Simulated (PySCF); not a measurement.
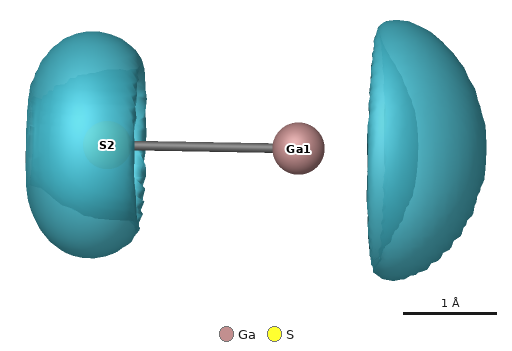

Figure 1: GaS (doublet). Isosurface of the electron localisation function at 0.85 (cyan), seen from one side. Only the valence region is drawn (cores and ρ < 0.01 e/Å³ removed).

Computed with PBE0/6-31G(d,p), non-relativistic, at a bond length of 2.085 Å in PySCF 2.14.0.

**Identify the bonds, lone pairs and shells in this picture.**

The surface consists of one ring or bowl of non-bonding electrons around S and one lobe on Ga, pointing away from the bonds (non-bonding electrons). Along the contacts the grid gives the following. Ga–S (2.08 Å): the ELF peaks at about 0.70 in the valence shell of S, 0.8 Å from its nucleus, and is about 0.45 at the midpoint.
